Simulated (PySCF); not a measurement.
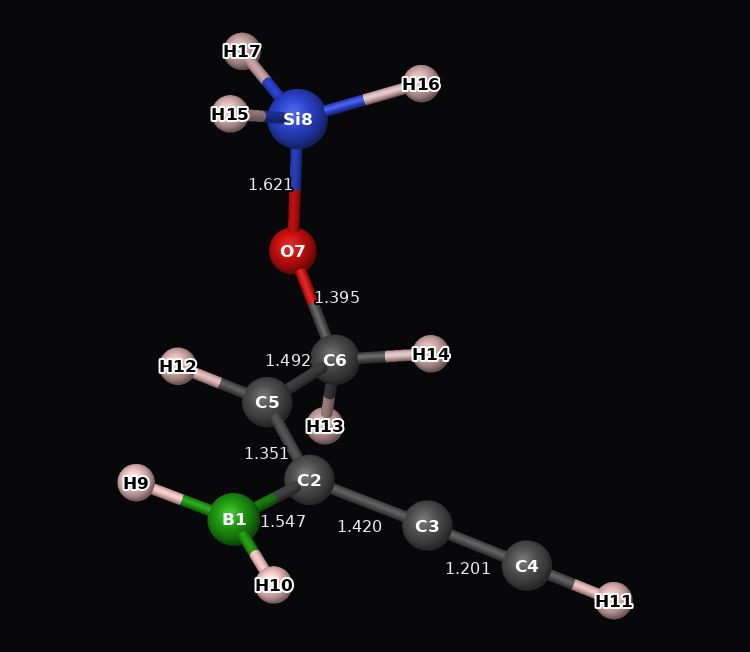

The numbers beside the sticks are distances in Å. Sticks don't show bond order. The geometry was computed by an optimisation with GFN2-xTB. No frequency run is at hand to confirm it as a minimum.

> Assign a bond order to each marked bond.

B1–C2 single; C2–C3 single; C2–C5 double; C3–C4 triple; C5–C6 single; C6–O7 single; O7–Si8 single.

> Give the structure as SMILES.

B/C(C#C)=C/CO[SiH3]
